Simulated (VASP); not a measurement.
Band structure of Al3Sc (L1_2). All values below come from rev-vdW-DF2, VASP's PBE PAW potentials (set 64) (plane waves; VASP).

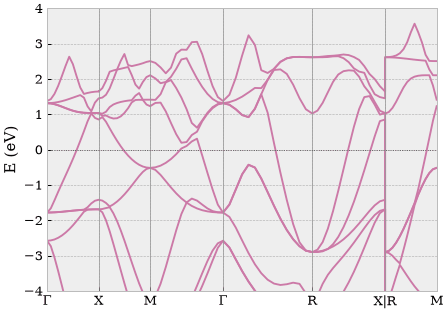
Bands along high-symmetry lines, zero at the valence-band maximum or, without a gap, the Fermi level

Read the plot: is there a gap, and where are the band edges?

It has no gap at this level: it comes out as a metal or semimetal. (Edges off the drawn lines would not show.)

The compound is Al3Sc in the L1_2 structure. It was relaxed first.
